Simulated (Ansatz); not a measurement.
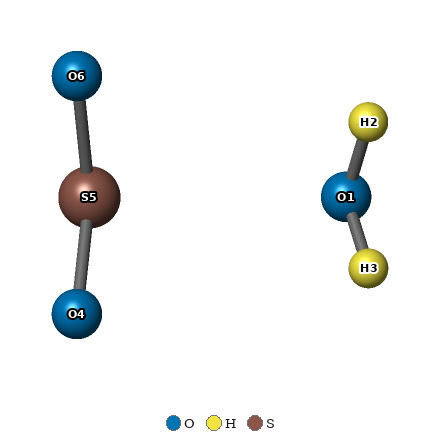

The system is the pair H₂O···O₂S; the picture shows the reference structure. The first coordinate is: separation of S5 and O1 along their line in the relaxed pair; the second: sideways slip of O1, H2, H3. Nothing is relaxed (both partners rigid). The grid has 9 × 9 points. Points are written as (first, second). Energies: eV, counted from the two partners far apart, frozen as in the relaxed pair, each in its own basis (no counterpoise correction). Method: RKS B3LYP-D4/def2-SVPD (Ansatz 0.2.0).

Its coordinates:

```xyz
6

O    -0.4046    0.1379   -1.2954
H     0.3924    0.5994   -1.5861
H    -0.2712   -0.7898   -1.5280
O    -0.2133   -1.2219    1.5486
S    -0.3669    0.2346    1.4094
O     0.8636    1.0398    1.4518
```

Range: separation of S5 and O1 along their line in the relaxed pair from 2.274 to 4.874 Å; sideways slip of O1, H2, H3 from −2.20 to 2.20 Å.

Q: Predict the map.

A: The lowest grid point is at (2.647 Å, 0.00 Å), −0.264 eV from the two partners far apart, frozen as in the relaxed pair, each in its own basis (no counterpoise correction). No other kind of well shows on this grid. The highest grid point, (2.274 Å, 1.10 Å), lies 0.467 eV above the lowest. Round the minimum the two coordinates are nearly uncoupled.

```
second ↓, first →   2.274   2.415   2.647   2.932   3.259   3.620   4.012   4.430   4.874
             2.20   0.090   0.034  −0.016  −0.040  −0.045  −0.041  −0.034  −0.027  −0.022
             1.65   0.189   0.071  −0.030  −0.073  −0.078  −0.066  −0.052  −0.039  −0.029
             1.10   0.203   0.038  −0.093  −0.135  −0.125  −0.098  −0.072  −0.051  −0.037
             0.55   0.028  −0.108  −0.203  −0.211  −0.173  −0.126  −0.088  −0.061  −0.042
             0.00  −0.103  −0.205  −0.264  −0.248  −0.194  −0.138  −0.095  −0.065  −0.045
            −0.55   0.028  −0.108  −0.203  −0.211  −0.173  −0.126  −0.088  −0.061  −0.042
            −1.10   0.202   0.038  −0.093  −0.135  −0.125  −0.098  −0.072  −0.051  −0.037
            −1.65   0.188   0.071  −0.031  −0.073  −0.078  −0.066  −0.052  −0.039  −0.029
            −2.20   0.089   0.034  −0.016  −0.040  −0.046  −0.041  −0.034  −0.027  −0.022
```

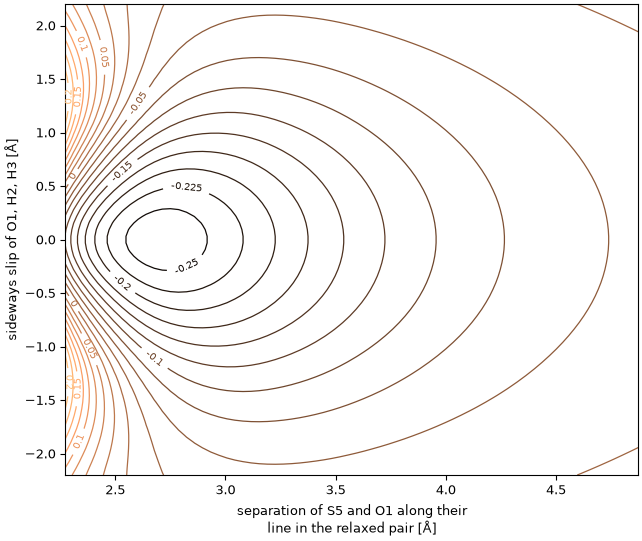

In the figure: contour lines labelled in eV. Between grid points the surface is interpolated.

Each point was launched as `ansatz run input.yaml --threads 1 --pin off --max-ram 2560MiB --backend cpu --events-out ev --progress --plain --runs-dir out`. Time for the 81 points that were run: 8.2 min on 1 thread of Intel(R) Xeon(R) Platinum 8375C CPU @ 2.90GHz (Ice Lake) (shared host).
